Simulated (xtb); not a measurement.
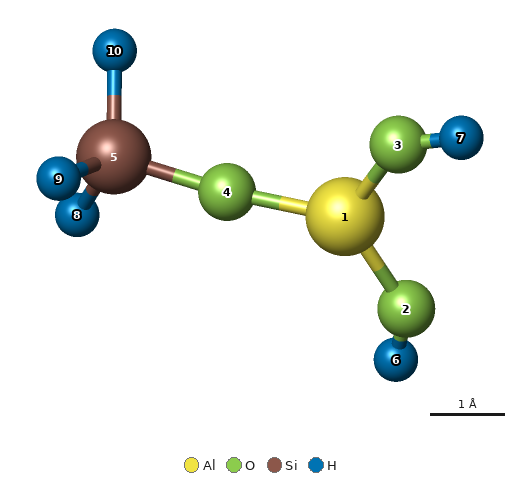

**Figure 1.** The structure (ball-and-stick view, seen at a tilt; atoms are numbered from 1 in the order of the input). Sticks mark near contacts.

AlSiH5O3 (charge +1): property calculation

- system: AlSiH5O3 ((OH)2Al-O-SiH3), charge +1, multiplicity 2
- method: GFN2-xTB, GBSA solvent ch2cl2 (xtb 6.7.1)

The geometry is that of the parent species in another charge or spin state. The geometry comes from this level: GFN2-xTB.

## The program's output
```
* xtb version 6.7.1
   ID    Z sym.   atoms
    1   13 Al     1
    2    8 O      2-4
    3   14 Si     5
    4    1 H      6-10

           -------------------------------------------------
          |                Calculation Setup                |
           -------------------------------------------------

          program call               : xtb mol.xyz --fod --gfn2 --gbsa ch2cl2
          coordinate file            : mol.xyz
          omp threads                :                     1

           -------------------------------------------------
          |                 G F N 2 - x T B                 |
           -------------------------------------------------

      * Hamiltonian:
        H0-scaling (s, p, d)           1.850000    2.230000    2.230000
        zeta-weighting                 0.500000
      * Dispersion:
        s8                             2.700000
        a1                             0.520000
        a2                             5.000000
        s9                             5.000000
      * Repulsion:
        kExp                           1.500000    1.000000
        rExp                           1.000000
      * Coulomb:
        alpha                          2.000000
        third order                    shell-resolved
        anisotropic                    true
        a3                             3.000000
        a5                             4.000000
        cn-shift                       1.200000
        cn-exp                         4.000000
        max-rad                        5.000000

      * Solvation model:               GBSA
        Solvent                        ch2cl2
        Parameter file                 internal GFN2-xTB/GBSA
        Dielectric constant                8.9300E+00
        Reference state                gsolv [1 M gas/solution]
        Free energy shift                  4.4408E-03 Eh       2.7867E+00 kcal/mol
        Temperature                        2.9815E+02 K
        Density                            1.3300E+00 kg/L
        Solvent mass                       8.4930E+01 g/mol
        Interaction kernel             Still
        Born radius scaling (c1)           1.4917E+00
        Born radii integrator          GBOBC
        Born offset                        0.0000E+00 a0       0.0000E+00 AA
        H-bond correction              false
        Ion screening                  false
        Surface tension                    1.0000E-05 Eh       1.5569E+01 dyn/cm
        Grid points                               230 per atom

          ...................................................
          :                      SETUP                      :
          :.................................................:
          :  # basis functions                  37          :
          :  # atomic orbitals                  35          :
          :  # shells                           17          :
          :  # electrons                        29          :
          :  max. iterations                   250          :
          :  Hamiltonian                  GFN2-xTB          :
          :  restarted?                      false          :
          :  GBSA solvation                   true          :
          :  PC potential                    false          :
          :  electronic temp.         5000.0000000     K    :
          :  accuracy                    1.0000000          :
          :  -> integral cutoff          0.2500000E+02      :
          :  -> integral neglect         0.1000000E-07      :
          :  -> SCF convergence          0.1000000E-05 Eh   :
          :  -> wf. convergence          0.1000000E-03 e    :
          :  Broyden damping             0.4000000          :
          :  net charge                          1          :
          :  unpaired electrons                  1          :
          ...................................................

 iter      E             dE          RMSdq      gap      omega  full diag
   1    -17.3666913 -0.173667E+02  0.134E+01    3.92       0.0  T
   2    -17.4733414 -0.106650E+00  0.590E+00    5.08       1.0  T
   3    -17.4677473  0.559409E-02  0.331E+00    3.75       1.0  T
   4    -17.4936159 -0.258686E-01  0.893E-01    4.38       1.0  T
   5    -17.4941891 -0.573234E-03  0.475E-01    4.48       1.0  T
   6    -17.4946718 -0.482663E-03  0.222E-01    4.52       1.0  T
   7    -17.4947042 -0.323876E-04  0.980E-02    4.53       1.0  T
   8    -17.4947070 -0.281077E-05  0.342E-02    4.55       1.0  T
   9    -17.4947113 -0.434854E-05  0.964E-03    4.55       3.3  T
  10    -17.4947116 -0.234752E-06  0.686E-03    4.55       4.6  T
  11    -17.4947116 -0.418932E-07  0.305E-03    4.55      10.4  T
  12    -17.4947116 -0.196847E-07  0.105E-03    4.55      30.2  T
  13    -17.4947116 -0.415011E-08  0.225E-04    4.55     140.2  T
  14    -17.4947116 -0.147999E-09  0.130E-04    4.55     242.9  T

   *** convergence criteria satisfied after 14 iterations ***

         #    Occupation            Energy/Eh            Energy/eV
      -------------------------------------------------------------
         1        2.0000           -0.8443956             -22.9772
       ...           ...                  ...                  ...
         9        1.9944           -0.5581256             -15.1874
        10        1.9599           -0.5263273             -14.3221
        11        1.9508           -0.5229688             -14.2307
        12        1.9418           -0.5201332             -14.1535
        13        1.9416           -0.5200755             -14.1520
        14        1.6141           -0.4835459             -13.1580
        15        1.5977           -0.4824676             -13.1286 (HOMO)
        16        0.0076           -0.3153608              -8.5814 (LUMO)
        17        0.0001           -0.2494221              -6.7871
        18        0.0001           -0.2473190              -6.7299
        19        0.0001           -0.2437836              -6.6337
        20        0.0000           -0.1572157              -4.2781
       ...           ...                  ...                  ...
        35                          1.0316328              28.0722
      -------------------------------------------------------------
                  HL-Gap            0.1671068 Eh            4.5472 eV
             Fermi-level           -0.4343186 Eh          -11.8184 eV

 SCC (total)                   0 d,  0 h,  0 min,  0.016 sec
 SCC setup                      ...        0 min,  0.000 sec (  2.412%)
 Dispersion                     ...        0 min,  0.000 sec (  0.496%)
 classical contributions        ...        0 min,  0.000 sec (  0.175%)
 integral evaluation            ...        0 min,  0.002 sec ( 13.571%)
 iterations                     ...        0 min,  0.009 sec ( 54.692%)
 molecular gradient             ...        0 min,  0.004 sec ( 27.117%)
 printout                       ...        0 min,  0.000 sec (  1.385%)

         :::::::::::::::::::::::::::::::::::::::::::::::::::::
         ::                     SUMMARY                     ::
         :::::::::::::::::::::::::::::::::::::::::::::::::::::
         :: total energy             -17.369404946534 Eh    ::
         :: total w/o Gsasa/hb       -17.362859151871 Eh    ::
         :: gradient norm              0.033239716190 Eh/a0 ::
         :: HOMO-LUMO gap              4.547206517764 eV    ::
         ::.................................................::
         :: SCC energy               -17.494704953036 Eh    ::
         :: -> isotropic ES            0.196240518736 Eh    ::
         :: -> anisotropic ES         -0.008497844047 Eh    ::
         :: -> anisotropic XC         -0.002110845033 Eh    ::
         :: -> dispersion             -0.004044550350 Eh    ::
         :: -> Gsolv                  -0.072922132383 Eh    ::
         ::    -> Gelec               -0.066376337720 Eh    ::
         ::    -> Gsasa               -0.010986623836 Eh    ::
         ::    -> Ghb                  0.000000000000 Eh    ::
         ::    -> Gshift               0.004440829173 Eh    ::
         :: repulsion energy           0.125300006501 Eh    ::
         :: add. restraining           0.000000000000 Eh    ::
         :: total charge               1.000000000000 e     ::
         :::::::::::::::::::::::::::::::::::::::::::::::::::::

           -------------------------------------------------
          |                Property Printout                |
           -------------------------------------------------

    * Orbital Energies and Occupations

         #    Occupation            Energy/Eh            Energy/eV
      -------------------------------------------------------------
         1        2.0000           -0.8443956             -22.9772
       ...           ...                  ...                  ...
         3        2.0000           -0.7179555             -19.5366
         4        2.0000           -0.6949731             -18.9112
         5        1.9999           -0.6306276             -17.1603
         6        1.9997           -0.6028297             -16.4038
         7        1.9977           -0.5721316             -15.5685
         8        1.9946           -0.5586443             -15.2015
         9        1.9944           -0.5581256             -15.1874
        10        1.9599           -0.5263273             -14.3221
        11        1.9508           -0.5229688             -14.2307
        12        1.9418           -0.5201332             -14.1535
        13        1.9416           -0.5200755             -14.1520
        14        1.6141           -0.4835459             -13.1580
        15        1.5977           -0.4824676             -13.1286 (HOMO)
        16        0.0076           -0.3153608              -8.5814 (LUMO)
        17        0.0001           -0.2494221              -6.7871
        18        0.0001           -0.2473190              -6.7299
        19        0.0001           -0.2437836              -6.6337
        20        0.0000           -0.1572157              -4.2781
        21                         -0.1176366              -3.2011
        22                         -0.0841471              -2.2898
        23                         -0.0134193              -0.3652
        24                         -0.0034802              -0.0947
        25                         -0.0027986              -0.0762
        26                          0.0088072               0.2397
       ...                                ...                  ...
        35                          1.0316328              28.0722
      -------------------------------------------------------------
                  HL-Gap            0.1671068 Eh            4.5472 eV
             Fermi-level           -0.4343186 Eh          -11.8184 eV

     #   Z          covCN         q      C6AA      α(0)
     1  13 Al       2.278     0.485   110.198    22.805
     2   8 O        1.542    -0.406    21.041     6.188
     3   8 O        1.542    -0.400    20.924     6.171
     4   8 O        1.505    -0.330    19.650     5.978
     5  14 Si       3.592     0.551    96.976    18.921
     6   1 H        0.808     0.370     0.543     1.157
     7   1 H        0.809     0.371     0.541     1.155
     8   1 H        0.917     0.122     1.601     1.979
     9   1 H        0.918     0.118     1.632     1.998
    10   1 H        0.918     0.119     1.625     1.994

 Mol. C6AA /au·bohr⁶  :       1476.665662
 Mol. C8AA /au·bohr⁸  :      67976.833879
 Mol. α(0) /au        :         68.346012

NFOD :     1.0157

 Loewdin FODpop      n(s)   n(p)   n(d)
     1Al    0.0347   0.004  0.012  0.019
     2O     0.0888   0.001  0.088  0.000
     3O     0.0909   0.001  0.090  0.000
     4O     0.0952   0.000  0.095  0.000
     5Si    0.3118   0.000  0.215  0.097
     6H     0.0008   0.001  0.000  0.000
     7H     0.0006   0.001  0.000  0.000
     8H     0.1316   0.132  0.000  0.000
     9H     0.1306   0.131  0.000  0.000
    10H     0.1309   0.131  0.000  0.000

Wiberg/Mayer (AO) data.
largest (>0.10) Wiberg bond orders for each atom

 ---------------------------------------------------------------------------
     #   Z sym  total        # sym  WBO       # sym  WBO       # sym  WBO
 ---------------------------------------------------------------------------
     1  13 Al   3.908 --     3 O    1.324     2 O    1.321     4 O    1.133
     2   8 O    2.233 --     1 Al   1.321     6 H    0.826
     3   8 O    2.228 --     1 Al   1.324     7 H    0.823
     4   8 O    2.431 --     5 Si   1.141     1 Al   1.133
     5  14 Si   3.397 --     4 O    1.141     9 H    0.721    10 H    0.721
                             8 H    0.720
     6   1 H    0.861 --     2 O    0.826
     7   1 H    0.861 --     3 O    0.823
     8   1 H    0.787 --     5 Si   0.720
     9   1 H    0.787 --     5 Si   0.721
    10   1 H    0.787 --     5 Si   0.721
 ---------------------------------------------------------------------------

Topologies differ in total number of bonds
Writing topology from bond orders to xtbtopo.mol

molecular dipole:
                 x           y           z       tot (Debye)
 q only:       -1.160       0.881      -1.624
   full:       -1.096       0.734      -1.456       4.993
molecular quadrupole (traceless):
                xx          xy          yy          xz          yz          zz
 q only:       -1.710      -2.846      -2.473      11.340     -11.291       4.183
  q+dip:       -0.996      -1.509      -2.124      10.715     -10.496       3.120
   full:       -1.450      -3.270      -2.621       9.873      -9.424       4.071

 cube_pthr     :   0.050
 cube_step     :   0.400
 cube_boundoffset     :   3.000
 non-zero P (%):   1.849   nmat:      13
 Grid Boundaries (x y z) :
   8.0135189976630130        7.3709932180308169        6.8554759312343609
  -6.8530003900111085       -7.8573331334631344       -7.8620574487746850
 Total # of points       54834
 writing fod.cub
 N    (numint) :  0.152
cpu  time for cube

           -------------------------------------------------
          | TOTAL ENERGY              -17.369404946534 Eh   |
          | GRADIENT NORM               0.033239716190 Eh/α |
          | HOMO-LUMO GAP               4.547206517764 eV   |
           -------------------------------------------------

------------------------------------------------------------------------
------------------------------------------------------------------------
 total:
 *  cpu-time:     0 d,  0 h,  0 min,  0.173 sec
 * ratio c/w:     1.000 speedup
 SCF:
 *  cpu-time:     0 d,  0 h,  0 min,  0.016 sec
 * ratio c/w:     0.999 speedup
```

## File fod
```
0.03466926
    0.08877357
    0.09090848
    0.09518883
    0.31175569
    0.00077038
    0.00060086
    0.13158756
    0.13059715
    0.13088647
```

## Standard error
```
normal termination of xtb
```

This output came from the following input.

## Input file (mol.xyz)
```
10
AlH5O3Si
Al     0.56448    -0.57576     0.90338
O      0.01202    -1.96971     1.60870
O      1.96910     0.13734     1.40615
O     -0.26404     0.17558    -0.34217
Si    -0.91706     1.04147    -1.54882
H     -0.71692    -2.57039     1.54189
H      2.65304    -0.02965     2.04023
H     -2.03892     0.24204    -2.05312
H     -1.37232     2.31303    -0.98334
H      0.11062     1.23604    -2.57289
```

## File .CHRG
```
1
```

## File .UHF
```
1
```

Command:
```bash
xtb mol.xyz --fod --gfn2 --gbsa ch2cl2 > xtb.out
```

## Results in brief

```json
{"quantity": "outcome", "value": "converged"}
{"quantity": "electrons treated", "value": "29"}
{"quantity": "total energy", "value": "−17.369405 hartree"}
{"quantity": "dispersion energy", "value": "−0.004045 hartree"}
{"quantity": "solvation energy", "value": "−0.072922 hartree"}
{"quantity": "basis functions", "value": "37"}
{"quantity": "hardware", "value": "1 thread of Intel Xeon @ 2.50GHz (Skylake/Cascade Lake), 16 GiB of memory available, shared host"}
{"quantity": "peak memory", "value": "0.07 GiB"}
```
